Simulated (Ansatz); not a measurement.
Consider SiO₂ in the rutile structure (space group P4_2/mnm, No. 136; a = 4.195 Å, c = 2.678 Å). Axes: x, y, z lie along a, b, c of the conventional cell.

Modification: biaxial strain −1.20 %, plane normal [001], relaxed out of plane (Cartesian); in-plane vectors clamped, the third vector and the atoms free.

All numbers come from PBEsol/PAW in Ansatz (a quantum-chemistry and plane-wave program), no spin-orbit coupling.

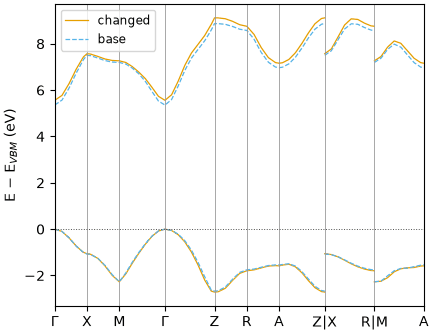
Highest valence and lowest conduction band along the path, each from its own valence-band maximum

Q: From the figure, how large is the changed gap, and is it direct?

A: About 5.6 eV, direct at Γ.

Whether these cells are dynamically stable was not tested.
